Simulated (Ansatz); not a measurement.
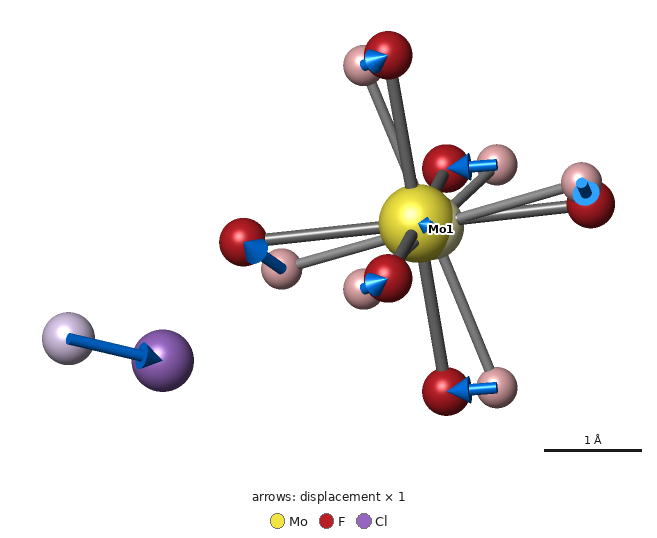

This is a relaxation of MoClF6 (multiplicity 2). The starting structure is drawn faded, the final one solid; blue arrows show the displacements, at their true length. The two geometries are superimposed by the best rigid fit.

A ball-and-stick model, seen at a tilt.

The run prepares an end point of a later path (reaction) calculation, from a guessed geometry.

Theory: Ansatz 0.2.0, UKS PBE/def2-SVP. (collinear spin; force threshold 0.03 eV/Å; at most 50 steps)

What happened in the run?

Over 12 geometry steps the energy falls by 0.059 eV. The largest force component goes from 1.2 to 0.03 eV/Å. The forces were under the threshold at step 2, but the run went on from there. The Cl atom moves most after the best rigid fit: 1.09 Å. By element the largest moves are Cl 1.09 Å, F 0.72 Å, Mo 0.15 Å. Among the contacts that change: F–Mo 1.811 → 1.854 Å. Cost: 2.6 min on 4 threads of Arm Neoverse V1, on a shared host, peak memory 0.4 GiB.

Limits of the set-up: the start holds two separate molecules, 2.7 Å apart at their closest, whose relative position is a soft coordinate and is computed without a dispersion correction.
